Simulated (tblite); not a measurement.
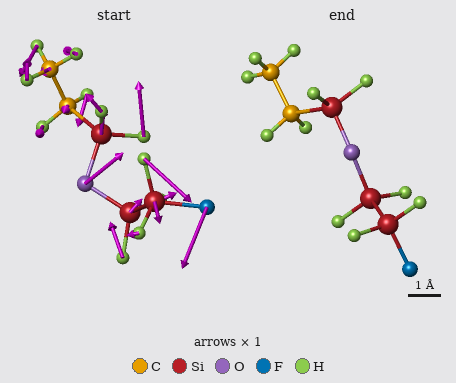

The structure of C₂H₁₁FOSi₃ before (left) and after (right) a relaxation, at one scale. The purple arrows give the displacements, at their true length.

Style: ball-and-stick. Shown from a free direction.

Theory: GFN2-xTB geometry optimisation, gas phase (tblite 0.8.0). 

What changed between the two?

Over 210 geometry steps the energy falls by 121.4 kJ/mol. The largest move after the best rigid fit is that of the F atom, 2.15 Å. Largest moves by element: F 2.15 Å, H 2.10 Å, O 1.70 Å, Si 0.99 Å, C 0.77 Å. Some distances before and after: Si–Si 2.732 → 3.170 Å, O–Si 1.727 → 1.626 Å, F–Si 1.695 → 1.621 Å, O–Si 1.695 → 1.624 Å. Bond angles that change, for instance: Si–O–Si 105.9° → 154.6°, Si–Si–H 110.2° → 118.7°, Si–Si–H 107.9° → 115.9°. Groups turn about O–Si by about 105°, O–Si by about 100°, C–Si by about 65°. Cost: 3.1 s on 1 thread of Arm Neoverse N1, with other jobs on the host.
